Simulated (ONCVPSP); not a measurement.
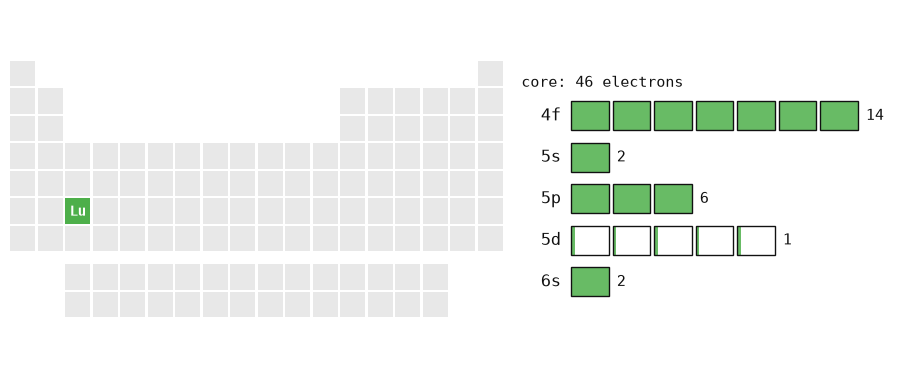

Fig. 1: Left, the place of lutetium in the periodic table; right, the valence shells of the reference configuration: a box for each of the 2l + 1 orbitals, shaded by the share of the shell that is filled, with the electron count at the right.

Pseudopotential generation: Lu (part 1 of 2)

- system: lutetium (Lu, Z = 71), core [Kr] 4d10, reference valence 4f14 5s2 5p6 5d1 6s2, valence charge 25.
- method: ONCV potential, PBE, fully relativistic, made with ONCVPSP 4.0.1

The program's output (extracts):
```
ONCVPSP  (Optimized Norm-Conservinng Vanderbilt PSeudopotential)
relativistic version 4.0.1

#   n    l    f        energy (Ha)
    1    0    2.00    -2.3212540D+03
    2    0    2.00    -3.9487895D+02
    2    1    6.00    -3.3578295D+02    -3.7685462D+02
    3    0    2.00    -8.9484129D+01
    3    1    6.00    -7.2760153D+01    -8.1520706D+01
    3    2   10.00    -5.7350016D+01    -5.9262378D+01
    4    0    2.00    -1.7813609D+01
    4    1    6.00    -1.2579406D+01    -1.4572433D+01
    4    2   10.00    -6.8920827D+00    -7.2558850D+00
    4    3   14.00    -3.2782712D-01    -3.8376930D-01
    5    0    2.00    -2.2388687D+00
    5    1    6.00    -1.0918315D+00    -1.3445209D+00
    5    2    1.00    -5.9932637D-02    -7.1585455D-02
    6    0    2.00    -1.7126999D-01

Reference configufation results
  iterations    37
  all-electron total energy (Ha)   -1.45810882D+04

Begin loop to  construct optimized pseudo wave functions
and semi-local pseudopoentials for all angular momenta

Calculating optimized projector #   1

 for l=   0

    Fraction of norm inside rc  0.902286
    Optimizing pswf for qcut=   8.59 a_B^-1,  ecut=  36.93 Ha
    Residual kinetic energy error=  1.79D-07 Ha

    Energy error per electron        Cutoff
         Ha          eV             Ha
         0.01000     0.27211       17.70
         0.00100     0.02721       22.71
         0.00010     0.00272       26.99
         0.00001     0.00027       30.42

Calculating optimized projector #   2

 for l=   0

    Fraction of norm inside rc  0.040313
    Optimizing pswf for qcut=   8.59 a_B^-1,  ecut=  36.93 Ha
    Residual kinetic energy error=  2.58D-08 Ha

    Energy error per electron        Cutoff
         Ha          eV             Ha
         0.01000     0.27211       13.08
         0.00100     0.02721       19.57
         0.00010     0.00272       24.91
         0.00001     0.00027       28.92

   Wellstate for l =  1  n =  7 kap= -2
     eigenvalue =   1.9082
     asymptotic potential =   2.4082
     half-point radius =  3.6083

Calculating optimized projector #   1

 for l=   1

    Fraction of norm inside rc  0.919035
    Optimizing pswf for qcut=   6.09 a_B^-1,  ecut=  18.56 Ha
    Residual kinetic energy error=  1.36D-07 Ha

    Energy error per electron        Cutoff
         Ha          eV             Ha
         0.01000     0.27211        6.97
         0.00100     0.02721        9.09
         0.00010     0.00272       10.87
         0.00001     0.00027       12.32

Calculating optimized projector #   2

 for l=   1

    Fraction of norm inside rc  0.208354
    Optimizing pswf for qcut=   6.09 a_B^-1,  ecut=  18.56 Ha
    Residual kinetic energy error=  1.96D-05 Ha

    Energy error per electron        Cutoff
         Ha          eV             Ha
         0.01000     0.27211        6.80
         0.00100     0.02721        8.70
         0.00010     0.00272       15.07
         0.00001     0.00027       24.55

   Wellstate for l =  1  n =  7 kap=  1
     eigenvalue =   1.6555

Calculating optimized projector #   1

 for l=   1

    Fraction of norm inside rc  0.951536
    Optimizing pswf for qcut=   6.09 a_B^-1,  ecut=  18.56 Ha
    Residual kinetic energy error=  4.04D-08 Ha

    Energy error per electron        Cutoff
         Ha          eV             Ha
         0.01000     0.27211        8.49
         0.00100     0.02721       11.13
         0.00010     0.00272       13.31
         0.00001     0.00027       15.24

Calculating optimized projector #   2

 for l=   1

    Fraction of norm inside rc  0.237184
    Optimizing pswf for qcut=   6.09 a_B^-1,  ecut=  18.56 Ha
    Residual kinetic energy error=  1.20D-05 Ha

    Energy error per electron        Cutoff
         Ha          eV             Ha
         0.01000     0.27211        8.16
         0.00100     0.02721       10.93
         0.00010     0.00272       13.33
         0.00001     0.00027       20.23

   Wellstate for l =  2  n =  8 kap= -3
     eigenvalue =   2.8401
     asymptotic potential =   3.3401
     half-point radius =  4.6891

Calculating optimized projector #   1

 for l=   2

    Fraction of norm inside rc  0.402110
    Optimizing pswf for qcut=   3.70 a_B^-1,  ecut=   6.85 Ha
    Residual kinetic energy error=  6.86D-03 Ha

    Energy error per electron        Cutoff
         Ha          eV             Ha
         0.01000     0.27211        6.41
         0.00100     0.02721       16.46
         0.00010     0.00272       30.51
         0.00001     0.00027       35.39

Calculating optimized projector #   2

 for l=   2

    Fraction of norm inside rc  0.138866
    Optimizing pswf for qcut=   3.70 a_B^-1,  ecut=   6.85 Ha
    Residual kinetic energy error=  6.45D-02 Ha

    Energy error per electron        Cutoff
         Ha          eV             Ha
         0.01000     0.27211        9.25
         0.00100     0.02721       18.52
         0.00010     0.00272       36.02
         0.00001     0.00027       41.90

   Wellstate for l =  2  n =  8 kap=  2
     eigenvalue =   2.8284

Calculating optimized projector #   1

 for l=   2

    Fraction of norm inside rc  0.444804
    Optimizing pswf for qcut=   3.70 a_B^-1,  ecut=   6.85 Ha
    Residual kinetic energy error=  9.21D-03 Ha

    Energy error per electron        Cutoff
         Ha          eV             Ha
         0.01000     0.27211        6.78
         0.00100     0.02721       22.61
         0.00010     0.00272       31.36
         0.00001     0.00027       36.44

Calculating optimized projector #   2

 for l=   2

    Fraction of norm inside rc  0.142615
    Optimizing pswf for qcut=   3.70 a_B^-1,  ecut=   6.85 Ha
    Residual kinetic energy error=  7.57D-02 Ha

    Energy error per electron        Cutoff
         Ha          eV             Ha
         0.01000     0.27211        9.54
         0.00100     0.02721       19.49
         0.00010     0.00272       37.03
         0.00001     0.00027       42.69

Calculating optimized projector #   1

 for l=   3

    Fraction of norm inside rc  0.883067
    Optimizing pswf for qcut=  15.89 a_B^-1,  ecut= 126.18 Ha
    Residual kinetic energy error=  3.67D-06 Ha

    Energy error per electron        Cutoff
         Ha          eV             Ha
         0.01000     0.27211       84.76
         0.00100     0.02721       95.43
         0.00010     0.00272      104.22
         0.00001     0.00027      112.29

Calculating optimized projector #   1

 for l=   3

    Fraction of norm inside rc  0.892057
    Optimizing pswf for qcut=  15.89 a_B^-1,  ecut= 126.18 Ha
    Residual kinetic energy error=  3.03D-06 Ha

    Energy error per electron        Cutoff
         Ha          eV             Ha
         0.01000     0.27211       85.00
         0.00100     0.02721       95.65
         0.00010     0.00272      104.52
         0.00001     0.00027      112.01

Construct Vanderbilt / Kleinmman-Bylander projectors

B matrix Hermiticity error, ll=  0  kap= -1
   1   2    2.1233D-04

  Orthonormal projector coefficients  2.7345E+01 -4.9843E+00

B matrix Hermiticity error, ll=  1  kap= -2
   1   2   -3.6566D-04

  Orthonormal projector coefficients  2.3135E+01  1.9825E+00

B matrix Hermiticity error, ll=  1  kap=  1
   1   2   -4.3285D-04

  Orthonormal projector coefficients  2.3634E+01  3.9301E+00

B matrix Hermiticity error, ll=  2  kap= -3
   1   2    1.2787D-04

  Orthonormal projector coefficients  1.9468E+01 -1.8548E+00

B matrix Hermiticity error, ll=  2  kap=  2
   1   2    1.3626D-04

  Orthonormal projector coefficients  2.1043E+01 -1.7210E+00

 Orthonormal scalar projector coefficients, l =  1
  2.3291E+01  2.6063E+00  2.6058E-02  9.9205E-03

 Orthonormal spin-orbit projector coefficients, l =  1
 -1.4053E+00 -8.6991E-01  5.5083E-01  9.3211E-02

 Orthonormal scalar projector coefficients, l =  2
  2.0091E+01 -1.7939E+00 -1.8330E-03  8.6597E-04

 Orthonormal spin-orbit projector coefficients, l =  2
 -7.6482E-01  6.0206E-02  3.6245E-02 -1.5236E-02

 Orthonormal scalar projector coefficients, l =  3

 Orthonormal spin-orbit projector coefficients, l =  3

Pseudoatom total energy -260.734849

Diagnostic tests using Vanderbilt-Kleinman-Bylander pseudopotentials
  relativistic with J = L +/- 1/2 projectors

   l  kap   rcore       rmatch      e in        delta e    norm test   slope test

   0  -1   1.7010916   1.7527405  -2.2388687  -0.0000103   1.0001859   1.0001815
   0  -1   1.7010916   1.7527405  -0.1712700   0.0000023   1.0000315   1.0000371

   1  -2   2.2000922   2.2668917  -1.0918315   0.0000006   1.0001255   1.0001295
   1   1   2.2000922   2.2668917  -1.3445209   0.0000059   1.0002403   1.0002384
   1  -2   2.2000922   2.2668917   1.9081685   0.0000284   1.0001435   1.0001435
   1   1   2.2000922   2.2668917   1.8340003   0.0000245   1.0001207   1.0001207

   2  -3   2.3079411   2.3780152  -0.0599326  -0.0000007   1.0000180   1.0000277
   2   2   2.3079411   2.3780152  -0.0715855   0.0000022   1.0000262   1.0000035
   2  -3   2.3079411   2.3780152   2.8400674   0.0000440   1.0002089   1.0002089
   2   2   2.3079411   2.3780152   2.8283618   0.0000450   1.0001857   1.0001857

   3  -4   1.2023885   1.2388957  -0.3278271  -0.0237376   1.0096320   0.9954861
   3   3   1.2023885   1.2388957  -0.3837693   0.0322046   0.9871420   1.0055480

Diagnostic tests using Vanderbilt-Kleinman-Bylander pseudopotentials
  relativistic with scalar and spin-orbit non-local projectors

   l  kap   rcore       rmatch      e in        delta e    norm test   slope test

   0  -1   1.7010916   1.7527405  -2.2388687  -0.0000103   1.0001859   1.0001815
   0  -1   1.7010916   1.7527405  -0.1712700   0.0000023   1.0000315   1.0000371

   1  -2   2.2000922   2.2668917  -1.0918315  -0.0027181   1.0022225   1.0003763
   1   1   2.2000922   2.2668917  -1.3445209  -0.0032925   1.0025539   1.0008576
   1  -2   2.2000922   2.2668917   1.9081685  -0.0026464   0.9999839   0.9999839
   1   1   2.2000922   2.2668917   1.8340003  -0.0021221   1.0000038   1.0000038

   2  -3   2.3079411   2.3780152  -0.0599326   0.0001500   1.0003312   1.0037458
   2   2   2.3079411   2.3780152  -0.0715855   0.0001713   1.0002657   1.0029839
   2  -3   2.3079411   2.3780152   2.8400674  -0.0002692   1.0002641   1.0002641
   2   2   2.3079411   2.3780152   2.8283618  -0.0002797   1.0002326   1.0002326

   3  -4   1.2023885   1.2388957  -0.3278271  -0.0237376   1.0096320   0.9954861
   3   3   1.2023885   1.2388957  -0.3837693   0.0322046   0.9871420   1.0055480

Ghost test for J = L + 1/2

 Testing for bound ghosts
   n   l    E NL Schr. Eq   E Basis Diag.   E Cutoff

       0                      -21.525673     65.58  WARNING - GHOST(-)
   1   0       -2.238879       -2.234411     65.58
   2   0       -0.171268       -0.086991     65.58

       1                       -3.504774     82.06  WARNING - GHOST(-)
   2   1       -1.091831       -1.090956     82.06

   3   2       -0.059933       -0.050903     48.33

 Testing for highly-localized positive-energy ghosts
       l    <radius>/rc     E Basis Diag.   E Cutoff

       0        0.996862       11.714839     65.58  WARNING - GHOST(+)

       2        0.312919        5.224669     48.33  WARNING - GHOST(+)

Ghost test for J = L - 1/2

 Testing for bound ghosts
   n   l    E NL Schr. Eq   E Basis Diag.   E Cutoff

       0                      -21.525673     65.58  WARNING - GHOST(-)
   1   0       -2.238879       -2.234411     65.58
   2   0       -0.171268       -0.086991     65.58

       1                       -2.096019     82.06  WARNING - GHOST(-)
   2   1       -1.344515       -1.343488     82.06

   3   2       -0.071583       -0.064216     48.33

 Testing for highly-localized positive-energy ghosts
       l    <radius>/rc     E Basis Diag.   E Cutoff

       0        0.996862       11.714839     65.58  WARNING - GHOST(+)

       2        0.386480        6.323182     48.33  WARNING - GHOST(+)

Test configuration 0

   n   l kap    f        eae           eps        diff
   1   0  -1  2.0000-2321.25399568
   2   0  -1  2.0000 -394.87894584
   2   1  -2  4.0000 -335.78294855
   2   1   1  2.0000 -376.85462257
   3   0  -1  2.0000  -89.48412913
   3   1  -2  4.0000  -72.76015320
   3   1   1  2.0000  -81.52070578
   3   2  -3  6.0000  -57.35001581
   3   2   2  4.0000  -59.26237787
   4   0  -1  2.0000  -17.81360906
   4   1  -2  4.0000  -12.57940568
   4   1   1  2.0000  -14.57243291
   4   2  -3  6.0000   -6.89208265
   4   2   2  4.0000   -7.25588505
   4   3  -4  8.0000   -0.32782712   -0.35156471   -2.37E-02
   4   3   3  6.0000   -0.38376930   -0.35156472    3.22E-02
   5   0  -1  2.0000   -2.23886868   -2.23887900   -1.03E-05
   5   1  -2  4.0000   -1.09183148   -1.09183089    5.91E-07
   5   1   1  2.0000   -1.34452092   -1.34451498    5.93E-06
   5   2  -3  0.6000   -0.05993264   -0.05993333   -6.89E-07
   5   2   2  0.4000   -0.07158545   -0.07158321    2.25E-06
   6   0  -1  2.0000   -0.17126999   -0.17126764    2.35E-06

    Total energies and differences
      AE_ref= -1.45810882E+04  AE_tst= -1.45810882E+04  dif=  0.00E+00
      PS_ref= -2.60734849E+02  PS_tst= -2.60734849E+02  dif= -9.66E-13
      PSP excitation error=  9.66E-13

Test configuration 1

   n   l kap    f        eae           eps        diff
   1   0  -1  2.0000-2321.50221007
   2   0  -1  2.0000 -395.12561701
   2   1  -2  4.0000 -336.02966918
   2   1   1  2.0000 -377.10145659
   3   0  -1  2.0000  -89.73034922
   3   1  -2  4.0000  -73.00637440
   3   1   1  2.0000  -81.76695569
   3   2  -3  6.0000  -57.59622340
   3   2   2  4.0000  -59.50859386
   4   0  -1  2.0000  -18.05994270
   4   1  -2  4.0000  -12.82577308
   4   1   1  2.0000  -14.81877057
   4   2  -3  6.0000   -7.13841718
   4   2   2  4.0000   -7.50221694
   4   3  -4  8.0000   -0.57406465   -0.59869117   -2.46E-02
   4   3   3  6.0000   -0.63002560   -0.59869116    3.13E-02
   5   0  -1  2.0000   -2.48543109   -2.48566536   -2.34E-04
   5   1  -2  4.0000   -1.33837792   -1.33847939   -1.01E-04
   5   1   1  2.0000   -1.59118080   -1.59135592   -1.75E-04
   5   2  -3  0.6000   -0.28352433   -0.28354185   -1.75E-05
   5   2   2  0.4000   -0.29800785   -0.29803849   -3.06E-05
   6   0  -1  1.0000   -0.37516151   -0.37514220    1.93E-05
```

(Continued in part 2.) Outcome of the run: generated, with a ghost state; no spin-orbit splitting in 4f; the pseudo-atom misses its reference levels by up to 0.88 eV (4f).
